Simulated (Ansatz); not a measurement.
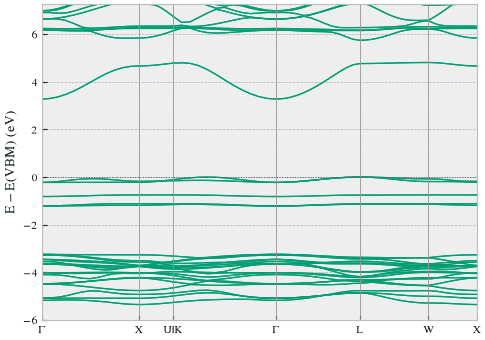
Figure: Band structure from r²SCAN with spin–orbit coupling (plane waves, PAW; program Ansatz)

Task: Read off the gap and where the band edges lie.

Result: About 3.3 eV (3.27 eV by a search for the band edges); maximum at L, minimum at Γ.

The material is Rb2YAgF6 in space group Fm-3m (No. 225; Rb on 8c, Y on 4b, Ag on 4a, F on 24e).

The first step of the workflow began from a Materials Project structure, measured or hypothetical; the Crystallography Open Database copy checked does not list it. Whether it is the stable phase at ambient conditions was not checked. The cell was relaxed with r²SCAN under the symmetry of its start; its stability against distortions is not shown here. The run is not spin-polarised.

Potentials: the later of the program's two PAW sets.
